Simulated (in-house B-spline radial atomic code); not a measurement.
Run report: Re³⁷⁺, many-body perturbation calculation

- system: Re³⁷⁺, core [Ar] 3d10 4s2 4p6.
- method: configuration interaction of two valence electrons with many-body perturbation theory for the core (screened one- and two-electron correlation potentials), Breit and QED, no-pair Dirac, B-spline basis (in-house B-spline radial atomic code)

Input file:
```
basis_form = 3
Z = 75
core_configuration = [Ar] 3d10 4s2 4p6
rms_radius = 5.3698
mass_number = 187
speed_of_light = 137.035999084
box_radius = 2.308
lmax = 6
intervals = 56
virtual_cutoff = 11250.0
```

Hardware: 1 CPU thread, shared host.

Launched within a batch (the task file carries these settings):
```bash
python <driver script> task.json out
```

The program writes its results to a structured record and prints no log; tables and figures of this report are taken from that record.

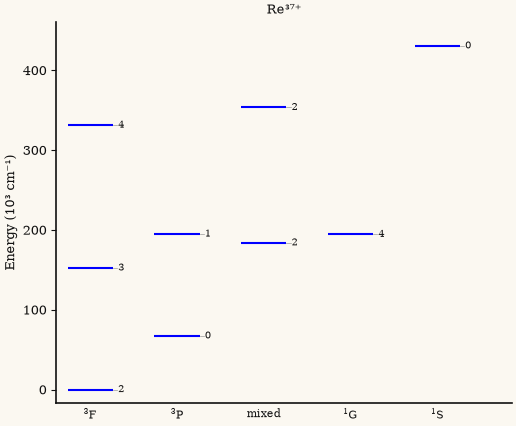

Levels of Re³⁷⁺ (rhenium, Z = 75), two electrons outside the core [Ar] 3d¹⁰ 4s² 4p⁶. CI+MBPT: configuration interaction in the frozen-core Dirac–Hartree–Fock potential with screened core-valence correlation, Breit and QED terms; computed with a B-spline radial code. The lowest level is 4d² ³F₂. The first excited level, 4d² ³P₀, lies at 67,200 cm⁻¹. The ground term spreads over 331,000 cm⁻¹ in the order J = 2, 3, 4, a normal multiplet. All levels drawn have even parity, so no electric dipole line joins them. The ionisation energy is 1643 eV, against 1640 eV from CI without core-valence correlation and a tabulated theoretical value of 1641 eV.

| Level | E (cm⁻¹) |
| --- | --- |
| 4d² ³F₂ | 0 |
| 4d² ³P₀ | 67,170 |
| 4d² ³F₃ | 152,300 |
| 4d² J = 2 (even, mixed, level 4) | 183,900 |
| 4d² ¹G₄ | 194,500 |
| 4d² ³P₁ | 194,800 |
| 4d² ³F₄ | 331,300 |
| 4d² J = 2 (even, mixed, level 8) | 353,500 |
| 4d² ¹S₀ | 430,600 |

Results in brief:

```
 quantity      value
  outcome  converged
wall time    1.8 min
```
